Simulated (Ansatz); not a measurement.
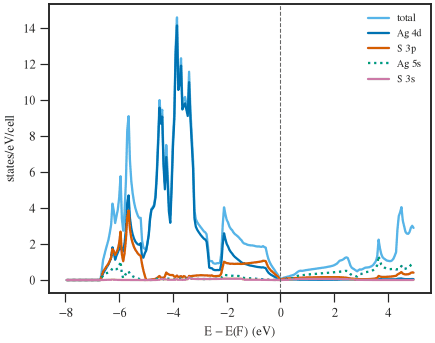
Fig. 1. Total and projected density of states of Ag$_{2}$S (anti-fluorite, Fm-3m), the program Ansatz at the PBEsol level (PAW)

Q: Which orbitals carry the states next to the Fermi level?

A: Within 0.5 eV of the Fermi level: S 3p 58 %, Ag 4d 30 %, Ag 5s 7 %. Projections are on Löwdin-orthogonalised atomic valence shells; empty p or d shells of many metals are not among them.

Q: Where is the tallest occupied peak in this window, and what makes it?

A: Near -3.8 eV, about 15 states/eV per cell; the largest projected share is Ag 4d.

The workflow started from a Materials Project entry (that database holds measured and hypothetical structures alike); the Crystallography Open Database copy checked does not list it. COD files the formula under space group No. 4, 14. Whether it is the stable phase at ambient conditions was not checked. Symmetry was held in the PBEsol relaxation; whether a distortion lowers the energy is not shown. No spin polarisation was allowed. A small band overlap can be real or an error of a semilocal functional. Scalar-relativistic: spin–orbit coupling is off unless named, which matters more the heavier the elements.

Potentials: the later of the program's two PAW sets.
